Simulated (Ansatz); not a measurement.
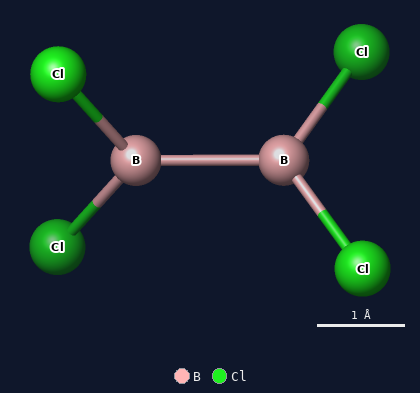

Fig. 1: The input geometry (ball-and-stick view, seen on its broad side). Bond lengths as drawn: B–B 1.70 Å and B–Cl 1.72 Å.

# Geometry relaxation, with input and output: B$_{2}$Cl$_{4}$

- system: B$_{2}$Cl$_{4}$ (B2(Cl)4)
- method: RKS PBE0-D4/def2-SVP (Ansatz 0.2.0)

The geometry: GFN2-xTB start.

The program's output
```
Functional definition: PBE0
  name "PBE0"
  cite "Adamo & Barone, J. Chem. Phys. 110, 6158 (1999) doi:10.1063/1.478522"
  cite "Perdew, Burke & Ernzerhof, Phys. Rev. Lett. 77, 3865 (1996) doi:10.1103/PhysRevLett.77.3865"
  parent pbe
  parameter a = 0.25
  parameter kappa = 0.804
  parameter beta = 0.06672455060314922
  exchange = (1 - a)*pbe_x(kappa = kappa, mu = beta*pi^2/3) + a*exact_x
  correlation = pbe_c(beta = beta)
these checks for a lower state are left out or cut short: stability, starts, cluster_reference, orbital_swaps, neighbouring_geometries, increment
1011 factors; integrals over basis functions are off by at most 3.2e-4 eV
mean field evaluation 1: about -51411.8713 eV, gradient 1.4e1 eV
mean field evaluation 2: about -51411.8097 eV, gradient 1.5e1 eV
mean field evaluation 4: about -51412.4369 eV, gradient 3.5e-1 eV
mean field evaluation 8: about -51412.5095 eV, gradient 1.4e-2 eV
mean field evaluation 16: about -51412.5095 eV, gradient 6.8e-6 eV
mean field -51412.50950252 eV, -1889.3748755671 hartree, gradient 6.8e-6 eV, S^2 0.000000; 0 other end points of the search recorded, 0 dependent functions left out
the calculation of the forces begins
reference -51412.50952387 eV, -1889.3748763518 hartree; 39, 39 occupied and 61, 61 virtual orbitals, 1011 factors
relax step   1: F+E_penalty+E_count = -51412.73072021 eV  Δ(F+E_penalty+E_count) = +0.000e0 eV  max|allowed force component| = 8.363e-1 eV/Å  Δτ_max = 0.0000 Å  (13 SCF iters, accepted)
these checks for a lower state are left out or cut short: stability, starts, cluster_reference, orbital_swaps, neighbouring_geometries, increment
1011 factors; integrals over basis functions are off by at most 3.4e-4 eV
mean field -51412.56094846 eV, -1889.3767661706 hartree, gradient 2.9e-6 eV, S^2 0.000000; 0 other end points of the search recorded, 0 dependent functions left out
the calculation of the forces begins
reference -51412.56096974 eV, -1889.3767669526 hartree; 39, 39 occupied and 61, 61 virtual orbitals, 1011 factors
relax step   2: F+E_penalty+E_count = -51412.78230459 eV  Δ(F+E_penalty+E_count) = -5.158e-2 eV  max|allowed force component| = 3.415e-1 eV/Å  Δτ_max = 0.0421 Å  (18 SCF iters, accepted)
these checks for a lower state are left out or cut short: stability, starts, cluster_reference, orbital_swaps, neighbouring_geometries, increment
1011 factors; integrals over basis functions are off by at most 3.6e-4 eV
mean field -51412.56986326 eV, -1889.3770937833 hartree, gradient 3.3e-6 eV, S^2 0.000000; 0 other end points of the search recorded, 0 dependent functions left out
the calculation of the forces begins
reference -51412.56988445 eV, -1889.3770945622 hartree; 39, 39 occupied and 61, 61 virtual orbitals, 1011 factors
relax step   3: F+E_penalty+E_count = -51412.79039733 eV  Δ(F+E_penalty+E_count) = -8.093e-3 eV  max|allowed force component| = 1.416e-1 eV/Å  Δτ_max = 0.0440 Å  (18 SCF iters, accepted)
these checks for a lower state are left out or cut short: stability, starts, cluster_reference, orbital_swaps, neighbouring_geometries, increment
1011 factors; integrals over basis functions are off by at most 3.6e-4 eV
mean field evaluation 32: about -51412.5695 eV, gradient 4.1e-1 eV
mean field -51412.57001119 eV, -1889.3770992197 hartree, gradient 2.6e-6 eV, S^2 0.000000; 0 other end points of the search recorded, 0 dependent functions left out
the calculation of the forces begins
reference -51412.57003235 eV, -1889.3770999974 hartree; 39, 39 occupied and 61, 61 virtual orbitals, 1011 factors
relax step   4: F+E_penalty+E_count = -51412.79065895 eV  Δ(F+E_penalty+E_count) = -2.616e-4 eV  max|allowed force component| = 1.101e-1 eV/Å  Δτ_max = 0.0069 Å  (14 SCF iters, accepted)
these checks for a lower state are left out or cut short: stability, starts, cluster_reference, orbital_swaps, neighbouring_geometries, increment
1011 factors; integrals over basis functions are off by at most 3.7e-4 eV
mean field -51412.56924022 eV, -1889.3770708869 hartree, gradient 2.5e-6 eV, S^2 0.000000; 0 other end points of the search recorded, 0 dependent functions left out
the calculation of the forces begins
reference -51412.56926134 eV, -1889.3770716633 hartree; 39, 39 occupied and 61, 61 virtual orbitals, 1011 factors
relax step   5: F+E_penalty+E_count = -51412.78939771 eV  Δ(F+E_penalty+E_count) = +1.261e-3 eV  max|allowed force component| = 1.934e-1 eV/Å  Δτ_max = 0.0477 Å  (19 SCF iters, rejected (line search))
these checks for a lower state are left out or cut short: stability, starts, cluster_reference, orbital_swaps, neighbouring_geometries, increment
1011 factors; integrals over basis functions are off by at most 3.6e-4 eV
mean field -51412.57195807 eV, -1889.3771707661 hartree, gradient 3.1e-6 eV, S^2 0.000000; 0 other end points of the search recorded, 0 dependent functions left out
the calculation of the forces begins
reference -51412.57197920 eV, -1889.3771715426 hartree; 39, 39 occupied and 61, 61 virtual orbitals, 1011 factors
relax step   6: F+E_penalty+E_count = -51412.79236399 eV  Δ(F+E_penalty+E_count) = -1.705e-3 eV  max|allowed force component| = 1.860e-2 eV/Å  Δτ_max = 0.0227 Å  (19 SCF iters, accepted)
```

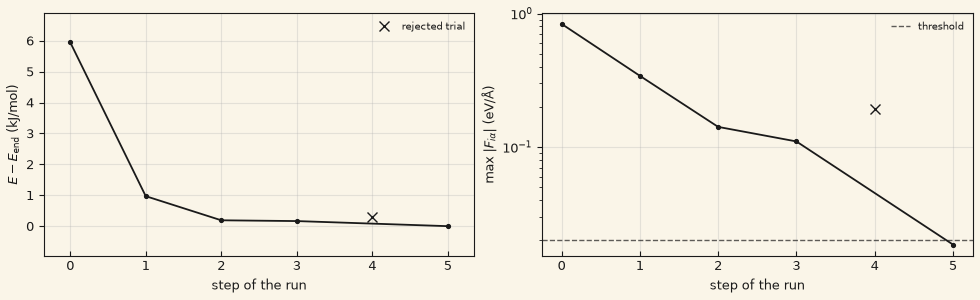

Fig. 2: Progress of the relaxation, step by step (the first geometry is step 0 here and step 1 in the log).

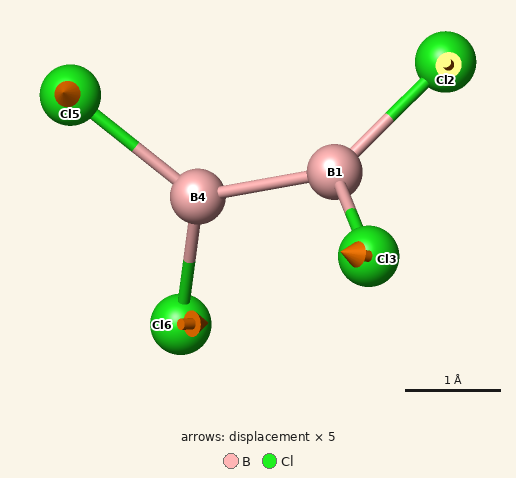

Fig. 3: The starting structure with the displacements as orange arrows, magnified 5 times (ball-and-stick view, seen at a tilt). The two geometries are laid on each other by the best rigid fit. The largest moves after the best rigid fit, 0.079 Å, are those of Cl2, Cl3 and Cl6. Largest moves by element: Cl 0.079 Å, B 0.006 Å. Among the contacts that change: B1–Cl2 1.721 → 1.748 Å, B1–B4 1.704 → 1.694 Å. Among the angles that change: Cl2–B1–Cl3 116.7° → 119.4°. After 5 geometry steps the energy has fallen by 5.95 kJ/mol. The largest force component goes from 0.84 to 0.019 eV/Å. The line search rejected the trial step at point 4 (counted from 0) and went back. (Atoms are counted from 1 in the order of the input.)

```
Total energy: -51412.79238512 eV, -1889.3852713107 hartree
Atom 0 at     0.075854     0.573316    -0.618312 Å, force    -0.005511     0.008331    -0.018600 eV/Å
Atom 1 at    -1.342814     1.364338    -1.263764 Å, force     0.016273    -0.007999     0.001870 eV/Å
Atom 2 at     1.649161     0.974914    -1.263820 Å, force    -0.008860     0.005250     0.005459 eV/Å
Atom 3 at    -0.074444    -0.573281     0.619183 Å, force    -0.003749    -0.001845     0.005170 eV/Å
Atom 4 at    -0.187728    -0.060857     2.285659 Å, force     0.005747    -0.006970     0.000759 eV/Å
Atom 5 at    -0.120020    -2.278439     0.241056 Å, force    -0.003900     0.003233     0.005342 eV/Å
Dipole moment:     0.000698    -0.000430     0.000622 e Å
Checks for a lower state left out: stability, starts, cluster_reference, orbital_swaps, neighbouring_geometries, increment
```

Trajectory as extended XYZ (Å, eV, eV/Å), 6 frames, from step=1 to step=6
```
6
Properties=species:S:1:pos:R:3:forces:R:3 step=1 energy=-51412.73072
B     0.0745    0.5765   -0.6219   -0.0513  -0.4113   0.4428
Cl   -1.2904    1.4190   -1.2443   -0.7952   0.2864  -0.1534
Cl    1.6005    0.9528   -1.3223    0.8363   0.0338  -0.1901
B    -0.0756   -0.5758    0.6242    0.0535   0.4183  -0.4568
Cl   -0.2464   -0.1083    2.2709   -0.0668   0.4394   0.7322
Cl   -0.0625   -2.2643    0.2935    0.0235  -0.7666  -0.3747
6
Properties=species:S:1:pos:R:3:forces:R:3 step=2 energy=-51412.78231
B     0.0744    0.5730   -0.6223   -0.0251  -0.2230   0.2706
Cl   -1.3244    1.3983   -1.2317   -0.3022   0.1421  -0.1117
Cl    1.6304    0.9422   -1.2949    0.3257   0.0550  -0.1162
B    -0.0750   -0.5748    0.6211    0.0269   0.2354  -0.2688
Cl   -0.2335   -0.0683    2.2725   -0.0231   0.1321   0.3276
Cl   -0.0720   -2.2704    0.2554   -0.0022  -0.3415  -0.1014
6
Properties=species:S:1:pos:R:3:forces:R:3 step=3 energy=-51412.79040
B     0.0766    0.5858   -0.6082   -0.0386  -0.1416  -0.0643
Cl   -1.3422    1.3697   -1.2600    0.0082   0.0348   0.0165
Cl    1.6460    0.9513   -1.2807    0.0194   0.0486   0.0165
B    -0.0765   -0.5695    0.6234    0.0274   0.0738  -0.0071
Cl   -0.2043   -0.0652    2.2903   -0.0041  -0.0122   0.0360
Cl   -0.0997   -2.2722    0.2352   -0.0123  -0.0035   0.0023
6
Properties=species:S:1:pos:R:3:forces:R:3 step=4 energy=-51412.79066
B     0.0767    0.5845   -0.6078   -0.0357  -0.1101  -0.0865
Cl   -1.3430    1.3646   -1.2623    0.0088   0.0335   0.0150
Cl    1.6467    0.9555   -1.2754    0.0249   0.0500   0.0107
B    -0.0752   -0.5690    0.6225    0.0128   0.0458   0.0155
Cl   -0.1988   -0.0643    2.2894   -0.0016  -0.0119   0.0416
Cl   -0.1063   -2.2713    0.2336   -0.0092  -0.0073   0.0036
6
Properties=species:S:1:pos:R:3:forces:R:3 step=5 energy=-51412.78940 accepted=F
B     0.0709    0.5576   -0.6332    0.0077   0.1934   0.0516
Cl   -1.3459    1.3725   -1.2616    0.0884  -0.0795  -0.0121
Cl    1.6542    0.9906   -1.2440   -0.1141  -0.0574   0.0031
B    -0.0815   -0.5802    0.6122    0.0407  -0.0846   0.0120
Cl   -0.1723   -0.0492    2.2777   -0.0046  -0.0386  -0.0926
Cl   -0.1254   -2.2913    0.2488   -0.0182   0.0667   0.0379
6
Properties=species:S:1:pos:R:3:forces:R:3 step=6 energy=-51412.79236
B     0.0759    0.5733   -0.6183   -0.0055   0.0083  -0.0186
Cl   -1.3428    1.3643   -1.2638    0.0163  -0.0080   0.0019
Cl    1.6492    0.9749   -1.2638   -0.0089   0.0053   0.0055
B    -0.0744   -0.5733    0.6192   -0.0037  -0.0018   0.0052
Cl   -0.1877   -0.0609    2.2857    0.0057  -0.0070   0.0008
Cl   -0.1200   -2.2784    0.2411   -0.0039   0.0032   0.0053
```

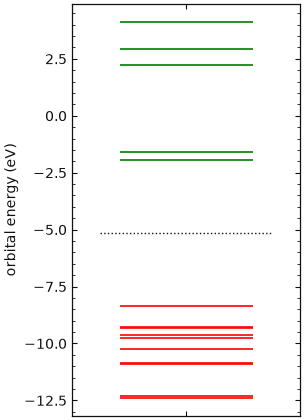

Fig. 4: Orbital energies near the frontier; the dotted line parts filled from empty levels, and levels within 0.02 eV of each other stand side by side. Highest filled −8.35 eV, lowest empty −1.93 eV, 6.42 eV apart.

The run was set up as follows.

Input
```yaml
crystal:
  periodic: [false, false, false]
  atoms:
    - {symbol: B, position_ang: [0.074510, 0.576500, -0.621940]}
    - {symbol: Cl, position_ang: [-1.290370, 1.419050, -1.244340]}
    - {symbol: Cl, position_ang: [1.600470, 0.952820, -1.322280]}
    - {symbol: B, position_ang: [-0.075640, -0.575830, 0.624160]}
    - {symbol: Cl, position_ang: [-0.246420, -0.108280, 2.270890]}
    - {symbol: Cl, position_ang: [-0.062540, -2.264270, 0.293510]}
basis:
  gaussian: {orbitals: def2-SVP}
hamiltonian: {xc: pbe0, dispersion: d4}
scf: {lower_state_search: "off"}
output: {orbitals: {seedname: orbitals}}
relax: {f_tol: 0.02, max_steps: 100}
```

Launched with:
```bash
ansatz run in.yaml --threads 2 --pin off --events-out ev --progress --plain --max-ram 32768MiB --backend cpu
```

Results in brief

```tsv
quantity	value
outcome	converged
total energy	−51412.7924 eV
mean-field energy	−51412.5720 eV
dispersion energy	−0.2204 eV
HOMO	−8.35 eV
LUMO	−1.93 eV
largest force (length of the vector) at the end	0.021 eV/Å
dipole moment	0.00 D
hardware	2 CPU threads, shared host
wall time	13 s (CPU time 18 s)
peak memory	0.24 GiB
```
